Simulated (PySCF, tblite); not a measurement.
# C₅H₁₄BN: a rotation path, then NMR shifts on frames, part 1 of 2

How do NMR shifts of C₅H₁₄BN (`[BH3-][NH2+]CCC1CC1`) change as the atoms move?

Programs: tblite 0.8.0 and PySCF 2.14.0, with density-fitted response routines of our own. Each step states its level of theory. These are calculated values for one molecule in the gas phase, unless marked as measured. Atoms count from 0, in the outputs and in this text.

## 1. The starting structure

21 atoms, charge 0, multiplicity 1; geometry from: GFN2-xTB.

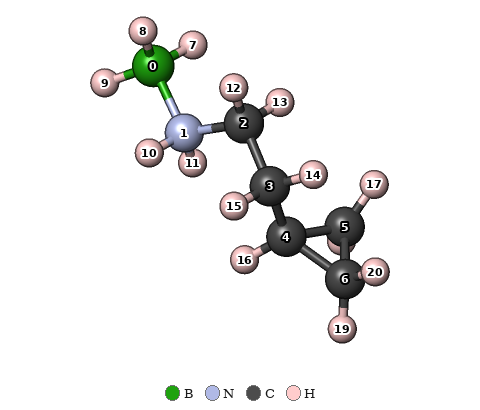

As it starts; boron green, nitrogen light blue, carbon dark grey, hydrogen pink, atoms numbered; sticks join atoms by distance.

## 2. A band between two rotamers with GFN2-xTB

The job: settings as JSON, then the geometry in Å.

```
{"job": {"kind": "neb", "xc": "GFN2-xTB", "basis": "xTB", "atoms": [2, 3, 4, 6], "turn": 120}, "charge": 0, "multiplicity": 1}
B     -3.095843    -0.059761    -0.262113
N     -1.596215    -0.394432     0.323782
C     -0.738676     0.773294     0.496201
C      0.628202     0.431733     1.096002
C      1.418114    -0.518849     0.222509
C      1.988919    -0.029241    -1.075097
C      2.900283    -0.351221     0.069057
H     -2.931535     0.420151    -1.340474
H     -3.593523     0.695597     0.514068
H     -3.653595    -1.114002    -0.304377
H     -1.731683    -0.869975     1.210900
H     -1.175102    -1.045442    -0.331191
H     -1.268153     1.479909     1.138451
H     -0.616769     1.237244    -0.484175
H      1.188558     1.359694     1.220458
H      0.494269    -0.008883     2.088510
H      1.058400    -1.542135     0.238779
H      1.847909     1.010057    -1.329059
H      1.977144    -0.689029    -1.929085
H      3.514475    -1.236313     0.005518
H      3.375900     0.468546     0.585568
```

With the program's defaults for keys left out, this is: GFN2-xTB climbing-image nudged elastic band, gas phase.

On the command line:

```sh
$ OMP_NUM_THREADS=1 python probes_run.py task.json out
```

The driver reads the jobs from task.json and runs them one after another.

Log:

```text
image   E - E0 / eV
  0       0.0000
  1       0.0100
  2       0.0400
  3       0.0711
  4       0.0846
  5       0.0710
  6       0.0347
  7      -0.0072
  8      -0.0340
```

Wall time 2.5 s (1 thread of INTEL XEON PLATINUM 8581C at 2.10GHz, shared host); peak memory 0.18 GiB.

The final band, with the dihedral C2–C3–C4–C6:

```csv
image,dihedral (°),energy (eV),energy (kcal/mol)
0,142,0.000,0.0
1,156,0.010,0.2
2,172,0.040,0.9
3,188,0.071,1.6
4,204,0.085,2.0
5,220,0.071,1.6
6,236,0.035,0.8
7,252,-0.007,-0.2
8,268,-0.034,-0.8
```

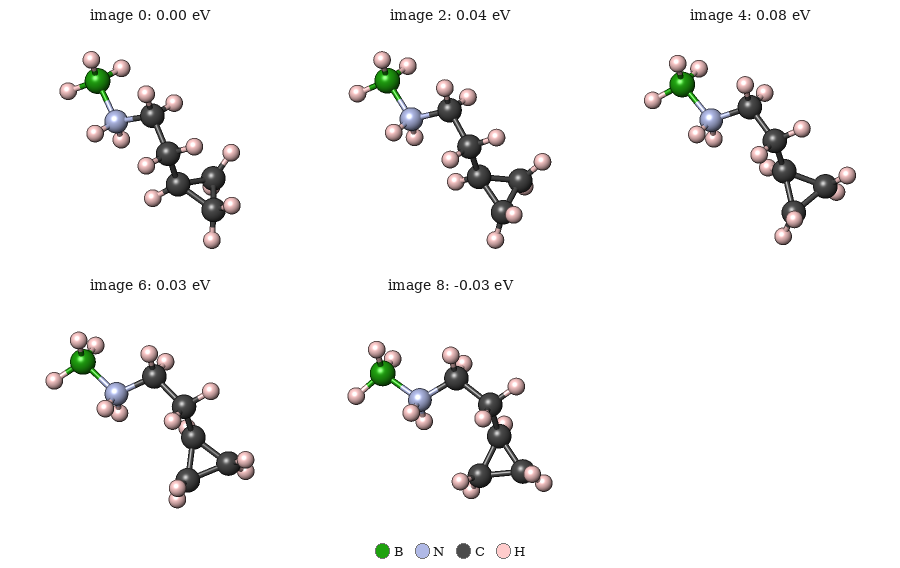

Images along the band.

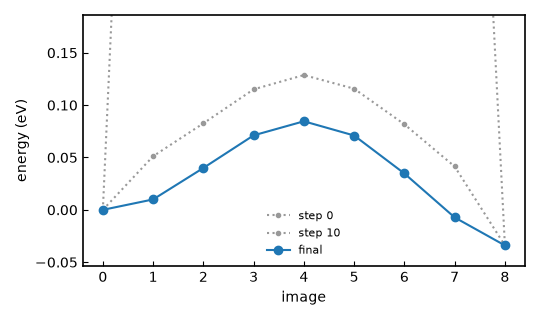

Energy along the band, early and final.

## 3. NMR shieldings: image 0, PBE0/pcSseg-1

The job: settings as JSON, then the geometry in Å.

```
{"job": {"kind": "nmr", "xc": "PBE0", "basis": "pcSseg-1", "pop": false}, "charge": 0, "multiplicity": 1}
B     -3.095800    -0.059800    -0.262100
N     -1.596200    -0.394400     0.323800
C     -0.738700     0.773300     0.496200
C      0.628200     0.431700     1.096000
C      1.418100    -0.518800     0.222500
C      1.988900    -0.029200    -1.075100
C      2.900300    -0.351200     0.069100
H     -2.931500     0.420200    -1.340500
H     -3.593500     0.695600     0.514100
H     -3.653600    -1.114000    -0.304400
H     -1.731700    -0.870000     1.210900
H     -1.175100    -1.045400    -0.331200
H     -1.268200     1.479900     1.138500
H     -0.616800     1.237200    -0.484200
H      1.188600     1.359700     1.220500
H      0.494300    -0.008900     2.088500
H      1.058400    -1.542100     0.238800
H      1.847900     1.010100    -1.329100
H      1.977100    -0.689000    -1.929100
H      3.514500    -1.236300     0.005500
H      3.375900     0.468500     0.585600
```

Method: GIAO PBE0/pcSseg-1 NMR shielding, non-relativistic, gas phase.

Log:

```text
coarse grid: 16264 points
cycle   1  E = -278.0418285112  dE =  7.304e-01  |g| = 4.558e-01  |ddm| = 3.781e+00
cycle   2  E = -278.0575236914  dE = -1.570e-02  |g| = 4.272e-01  |ddm| = 9.400e-01
cycle   3  E = -278.1089963409  dE = -5.147e-02  |g| = 5.558e-02  |ddm| = 4.385e-01
cycle   4  E = -278.1096323923  dE = -6.361e-04  |g| = 2.063e-02  |ddm| = 6.954e-02
cycle   5  E = -278.1097432445  dE = -1.109e-04  |g| = 3.784e-03  |ddm| = 2.200e-02
cycle   6  E = -278.1097464480  dE = -3.204e-06  |g| = 1.515e-03  |ddm| = 4.390e-03
final grid: 153448 points
cycle   7  E = -278.1490867041  dE = -6.668e-05  |g| = 1.046e-02  |ddm| = 3.697e-02
cycle   8  E = -278.1490786768  dE =  8.027e-06  |g| = 1.214e-02  |ddm| = 1.898e-02
cycle   9  E = -278.1491147392  dE = -3.606e-05  |g| = 9.177e-04  |ddm| = 1.003e-02
cycle  10  E = -278.1491149220  dE = -1.828e-07  |g| = 2.355e-04  |ddm| = 7.887e-04
cycle  11  E = -278.1491149327  dE = -1.068e-08  |g| = 6.416e-05  |ddm| = 1.945e-04
cycle  12  E = -278.1491149336  dE = -9.670e-10  |g| = 1.483e-05  |ddm| = 7.187e-05
converged SCF energy = -278.1491149336

GIAO shielding tensors (ppm)
atom      isotropic    diamagn.    paramagn.     s11        s22        s33       span
  0 B      123.774     185.134     -61.360    106.776    108.359    156.188     49.411
  1 N      209.409     320.580    -111.171    192.190    209.746    226.290     34.100
  2 C      135.910     249.316    -113.406    112.210    133.923    161.597     49.387
  3 C      148.313     247.666     -99.353    131.766    151.044    162.130     30.364
  4 C      176.965     248.960     -71.995    147.230    168.528    215.135     67.905
  5 C      182.706     250.542     -67.836    151.587    179.207    217.323     65.736
  6 C      177.982     256.750     -78.768    147.262    174.879    211.804     64.542
  7 H       29.779      29.192       0.587     26.623     27.888     34.826      8.203
  8 H       29.798      28.882       0.916     26.837     27.711     34.846      8.009
  9 H       29.618      28.761       0.858     26.571     27.388     34.896      8.325
 10 H       29.400      32.723      -3.323     21.964     27.906     38.330     16.365
 11 H       28.502      35.219      -6.717     20.410     29.301     35.796     15.386
 12 H       28.827      31.659      -2.833     23.524     28.783     34.173     10.649
 13 H       28.949      33.275      -4.327     24.272     30.196     32.378      8.106
 14 H       31.173      32.324      -1.151     25.380     31.137     37.002     11.622
 15 H       29.704      31.707      -2.003     24.811     28.854     35.447     10.636
 16 H       31.176      33.274      -2.099     23.953     29.957     39.617     15.664
 17 H       31.654      31.681      -0.027     26.707     28.363     39.892     13.185
 18 H       31.213      30.952       0.262     25.962     26.254     41.425     15.463
 19 H       30.992      30.617       0.375     24.990     26.539     41.447     16.458
 20 H       31.493      31.641      -0.149     25.497     28.793     40.188     14.691
```

Wall time 25 s (1 thread of INTEL XEON PLATINUM 8581C at 2.10GHz, shared host); peak memory 0.85 GiB.

The references, computed at this level on geometries of the same kind, shield at (ppm): ¹H TMS 31.72, ¹³C TMS 186.9, ¹⁵N NH3 267.7, ¹¹B BF3·OEt2 100.1. Their shielding less the atom's gives the shift. The references are single molecules in the gas phase, so shifts against H2O, NH3, PH3, H3PO4 or CFCl3 are not on the usual liquid scales and can be off by tens of ppm. Each atom is listed at this fixed geometry, with no averaging over motion; a spectrum would average atoms that exchange fast.

```csv
atoms,environment,σ (ppm),δ (ppm)
C2,sp3 CH2 bonded to N,135.9,51.0
C3,sp3 CH2,148.3,38.6
C4,three-membered-ring carbon,177.0,10.0
C6,three-membered-ring carbon,178.0,8.9
C5,three-membered-ring carbon,182.7,4.2
H11,hydrogen on a donor nitrogen of a Lewis adduct,28.50,3.21
H12,hydrogen on an sp3 CH2 bonded to N,28.83,2.89
H13,hydrogen on an sp3 CH2 bonded to N,28.95,2.77
H10,hydrogen on a donor nitrogen of a Lewis adduct,29.40,2.32
H9,hydrogen on a boron bonded to N,29.62,2.10
H15,hydrogen on an sp3 CH2,29.70,2.01
H7,hydrogen on a boron bonded to N,29.78,1.94
H8,hydrogen on a boron bonded to N,29.80,1.92
H19,hydrogen on a three-membered-ring carbon,30.99,0.73
H14,hydrogen on an sp3 CH2,31.17,0.54
H16,hydrogen on a three-membered-ring carbon,31.18,0.54
H18,hydrogen on a three-membered-ring carbon,31.21,0.50
H20,hydrogen on a three-membered-ring carbon,31.49,0.22
H17,hydrogen on a three-membered-ring carbon,31.65,0.06
B0,"boron bonded to N, 3 H",123.8,-23.7
N1,donor nitrogen of a Lewis adduct,209.4,58.3
```

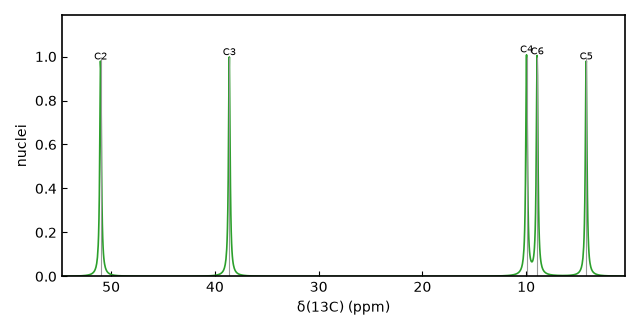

¹³C lines at the computed shifts, without couplings. Lines are broadened to a width of 0.19 ppm (Lorentzian).

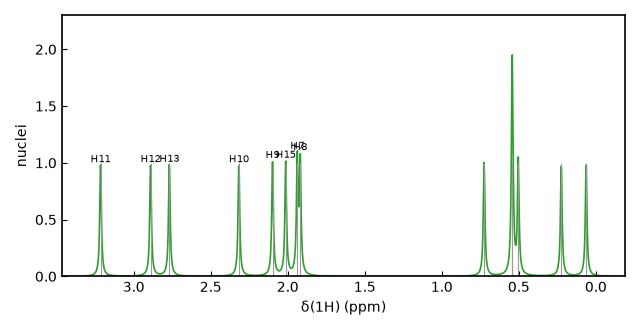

¹H lines at the computed shifts, without couplings. Lines are broadened to a width of 0.01 ppm (Lorentzian).

Ring of atoms C4, C5, C6: NICS(0) -44.5, NICS(1) -8.7, NICS(1)zz -22.4 ppm (means of both faces).

In rings of three or four atoms NICS is ruled by the nearby σ bonds, so it says little on aromaticity.

## 4. Nuclear shieldings: image 2, PBE0/pcSseg-1

The job: settings as JSON, then the geometry in Å.

```
{"job": {"kind": "nmr", "xc": "PBE0", "basis": "pcSseg-1", "pop": false}, "charge": 0, "multiplicity": 1}
B     -3.198800    -0.197900    -0.055200
N     -1.630700    -0.407000     0.382000
C     -0.823400     0.808400     0.351100
C      0.600900     0.580000     0.859800
C      1.370800    -0.377500    -0.022700
C      2.370900     0.147300    -1.007700
C      2.834700    -0.598600     0.206900
H     -3.175700     0.226400    -1.168400
H     -3.659300     0.572000     0.729000
H     -3.687400    -1.284300     0.017600
H     -1.635500    -0.806400     1.316100
H     -1.256200    -1.098500    -0.258900
H     -1.333200     1.555100     0.963600
H     -0.806800     1.172200    -0.678000
H      1.121200     1.538700     0.893500
H      0.561700     0.194900     1.884300
H      0.810500    -1.253700    -0.328800
H      2.537200     1.213400    -1.038700
H      2.451500    -0.331600    -1.970500
H      3.226100    -1.597200     0.083600
H      3.312400    -0.038600     0.995700
```

With the program's defaults for keys left out, this is: GIAO PBE0/pcSseg-1 NMR shielding, non-relativistic, gas phase.

Log:

```text
coarse grid: 16264 points
cycle   1  E = -278.0396443149  dE =  7.400e-01  |g| = 4.584e-01  |ddm| = 3.795e+00
cycle   2  E = -278.0553547775  dE = -1.571e-02  |g| = 4.301e-01  |ddm| = 9.461e-01
cycle   3  E = -278.1074481848  dE = -5.209e-02  |g| = 5.539e-02  |ddm| = 4.399e-01
cycle   4  E = -278.1080775928  dE = -6.294e-04  |g| = 2.087e-02  |ddm| = 6.998e-02
cycle   5  E = -278.1081905964  dE = -1.130e-04  |g| = 3.848e-03  |ddm| = 2.233e-02
cycle   6  E = -278.1081938595  dE = -3.263e-06  |g| = 1.575e-03  |ddm| = 4.371e-03
final grid: 153448 points
cycle   7  E = -278.1475759478  dE = -6.291e-05  |g| = 1.036e-02  |ddm| = 3.532e-02
cycle   8  E = -278.1475679743  dE =  7.973e-06  |g| = 1.207e-02  |ddm| = 1.884e-02
cycle   9  E = -278.1476033958  dE = -3.542e-05  |g| = 9.005e-04  |ddm| = 9.876e-03
cycle  10  E = -278.1476035697  dE = -1.739e-07  |g| = 2.323e-04  |ddm| = 7.478e-04
cycle  11  E = -278.1476035802  dE = -1.045e-08  |g| = 6.048e-05  |ddm| = 1.902e-04
cycle  12  E = -278.1476035810  dE = -8.760e-10  |g| = 1.428e-05  |ddm| = 6.739e-05
converged SCF energy = -278.1476035810

GIAO shielding tensors (ppm)
atom      isotropic    diamagn.    paramagn.     s11        s22        s33       span
  0 B      124.073     184.581     -60.509    107.234    108.906    156.078     48.844
  1 N      207.924     320.557    -112.633    188.368    207.076    228.328     39.960
  2 C      136.635     248.764    -112.129    112.587    135.611    161.707     49.120
  3 C      147.016     248.269    -101.253    132.664    146.374    162.010     29.345
  4 C      177.481     246.833     -69.352    149.635    167.193    215.616     65.981
  5 C      177.390     252.167     -74.777    143.519    175.773    212.878     69.359
  6 C      181.527     255.958     -74.431    153.402    177.059    214.119     60.717
  7 H       29.785      28.800       0.984     26.695     27.820     34.839      8.144
  8 H       29.786      28.598       1.188     26.818     27.742     34.796      7.978
  9 H       29.617      28.444       1.173     26.548     27.437     34.865      8.317
 10 H       29.437      32.839      -3.403     22.054     28.098     38.158     16.105
 11 H       28.355      34.721      -6.366     19.991     29.269     35.804     15.814
 12 H       28.756      31.477      -2.721     23.377     28.853     34.038     10.661
 13 H       28.849      32.784      -3.935     24.027     29.767     32.753      8.726
 14 H       30.983      32.721      -1.738     25.855     30.848     36.245     10.390
 15 H       29.867      32.630      -2.764     24.591     29.663     35.347     10.756
 16 H       31.462      33.876      -2.414     23.271     31.762     39.353     16.082
 17 H       31.600      31.563       0.037     26.382     28.464     39.953     13.571
 18 H       31.086      30.888       0.197     25.511     26.508     41.238     15.727
 19 H       31.091      30.864       0.227     25.143     26.791     41.340     16.197
 20 H       31.546      31.449       0.096     25.686     28.658     40.292     14.606
```

Wall time 23 s (1 thread of INTEL XEON PLATINUM 8581C at 2.10GHz, shared host); peak memory 0.9 GiB.

In short: δ C2 50.3, C3 39.9, C5 9.5, C4 9.4, H11 3.36, H12 2.96 ppm.

(Continued in part 2 of 2.)
